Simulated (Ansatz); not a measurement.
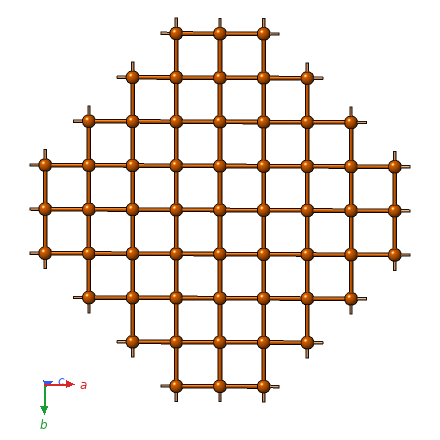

A cut-out of a periodic net derived from a crystal structure. Nodes are coloured by topological kind. One layer is drawn. Edges to nodes outside the piece are drawn as stubs.

Q: Describe the net.

A: A uninodal 4-connected, two-periodic (layers) net. It is the sql net, known from the square lattice.

Q: Give point symbol and coordination sequence.

A: 4^4.6^2, sequence 4, 8, 12, 16, 20, 24.

The net was derived as follows. Ge4N (space group P4/mmm, No. 123). Coordinates: coordinates from a relaxation with DFT PBE, scalar-relativistic, plane waves, PAW in Ansatz; the starting structure was generated, so it need not be a known form of this composition. Bonds are taken as Ge–N below 2.3 Å. Simplification: prune 0- and 1-connected atoms, fold 2-connected ones into links. N is a 4-connected node. Ge(2f) becomes part of the edges. Ge(2e) drops out.
